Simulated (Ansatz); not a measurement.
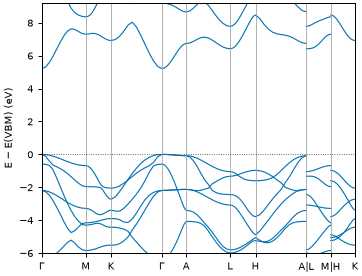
Figure. Band structure from r²SCAN in the plane-wave PAW code Ansatz

**Question.** Read off the gap and where the band edges lie.

**Answer.** About 5.2 eV (5.21 eV by a search for the band edges); maximum at Γ, minimum at Γ.

**Question.** Pick the material that matches.
A) AlGaN2, P3m1 (Pearson symbol hP8)
B) BeAlNO, P3m1 (Al on 1b, Be on 1c, O on 1b, N on 1c)
C) ScAlN2, P3m1 (Sc on 1b, N on 1b, Al on 1c, N on 1c)
D) Al3GaN4, P3m1 (Pearson symbol hP8)

**Answer.** B, BeAlNO, P3m1 (Al on 1b, Be on 1c, O on 1b, N on 1c)

The start of the workflow was typed in or built on a structure type; neither database checked (COD, Materials Project) lists it. Whether it is the stable phase at ambient conditions was not checked. The cell was relaxed with r²SCAN under the symmetry of its start; whether a distortion lowers the energy is not shown.

Potentials: the earlier of the program's two PAW sets. The files were generated under PBE; for other functionals the program regenerates the frozen cores, and for LDA and PBEsol the local potential too.
